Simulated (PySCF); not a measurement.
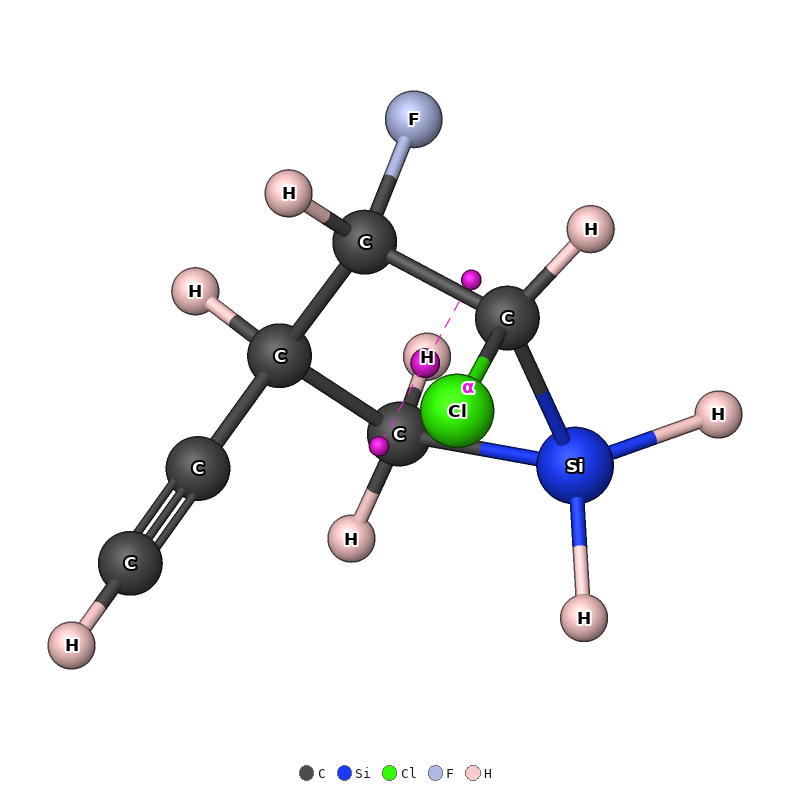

The small points mark where nucleus-independent chemical shifts (NICS) were computed: at the centre of each lettered ring and 1 Å above and below it. Computed geometry: GFN2-xTB optimisation. No frequency run is at hand to confirm it as a minimum. Properties computed with GIAO PBE0/pcSseg-1 NMR shielding, non-relativistic, gas phase (PySCF 2.14.0).

Give NICS(0), NICS(1) and the out-of-plane component NICS(1)zz for each ring (means of the two sides).

| ring | members | NICS(0) | NICS(1) | NICS(1)zz |
| --- | --- | --- | --- | --- |
| α | C4Si | −4.1 | −3.7 | −3.6 |

Values in ppm.

Question. What do the values say about the ring currents?

Answer. Ring α: weak, as in a non-aromatic ring. NICS is one index among several.

The geometry is semi-empirical. Around Si such bond lengths and angles can be off by a tenth of an ångström or more and by several degrees, and values that hang on the shape move with them.
